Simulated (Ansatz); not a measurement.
Fields on a plane of Ga2O3 (corundum)

```
CELL_PARAMETERS angstrom
      2.52897     1.46010     4.54140
     -2.52897     1.46010     4.54140
      0.00000    -2.92020     4.54140
ATOMIC_POSITIONS crystal
  Ga 0.35584 0.35584 0.35584
  Ga 0.14416 0.14416 0.14416
  Ga 0.64416 0.64416 0.64416
  Ga 0.85584 0.85584 0.85584
  O  0.55310 0.94690 0.25000
  O  0.25000 0.55310 0.94690
  O  0.94690 0.25000 0.55310
  O  0.44690 0.05310 0.75000
  O  0.75000 0.44690 0.05310
  O  0.05310 0.75000 0.44690
```

The slice is a (1 -1 0 2) plane (indices of the conventional cell) through the point (0.250, 0.553, 0.947) (fractional), spanned by u = [1 0 -1] and v = [010] in vectors of this cell: u (5.06 Å) and v (5.40 Å, at 90° to u). It covers one period; positions are fractions (u, v).

Atoms on it: O at (0.00, 0.00); O at (0.20, 0.50). Other atoms lie within 1 Å of the plane.

Calculation: PBE (plane waves to 420 eV, PAW, scalar-relativistic; Ansatz, an electronic-structure program). k mesh 8×8×8. These are valence fields of a PAW run, semicore shells included where kept as valence: close to a nucleus they are smooth pseudo fields. Ga2O3 was relaxed with its symmetry unable to fall. The PAW data are Ansatz's earlier set.

```
|xxx9985211111111211000014799xx|
|xx999852111111223221000036899x|
|999987421001123343310000247999|
|999875210001123444321000135799|
|888642100000123443221000112468|
|554310000000012332211101111224|
|221100000000001221111111111111|
|110000000000000111111111111111|
|111111222100000000011111000011|
|111234555420000000011110000001|
|1235778886420000000111100xx001|
|2258999998742000000111100xx001|
|247999999986310000011110000011|
|26999xxx9997410000001111100112|
|3799xxxxx997410000001111111122|
|5899xxxxx997410000011111122112|
|5899xxxxx987310000112111111112|
|58999xxx9986200001223221111112|
|479999999974100001334332110012|
|357999999752100012344432100001|
|135788886421100012334432100000|
|002345542211110111233321000000|
|000112211111111111112210000000|
|000001111111111111111000000000|
|211111111000011110000000000122|
|543211110000001111000000002455|
|8775311100xx001111000000025788|
|9987522100xx001111000000257899|
|999973210000011110000001368999|
|xx999522110011111000000147999x|
|xxx9973221111111100000015899xx|
|xxx9984211221111110000014799xx|
```
Scale: ten equal steps from 0.02 (start of '0') to 0.84 (end of '9'), in the order '0123456789'. Values: electron localisation function (ELF). The map has 30 points along u (one character each, u = 0 at the left) and 32 along v (v = 0 in the bottom row). Points within 0.4 Å of a nucleus are blanked (x), as the pseudised field means little there.

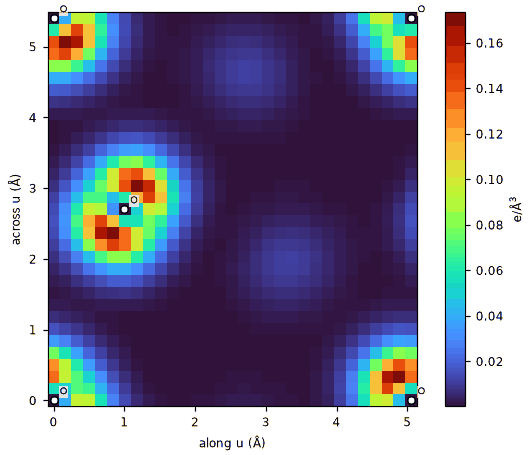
*Density of the highest valence band (whole band, smooth part) in e/Å³, one period of the plane, atoms marked. *
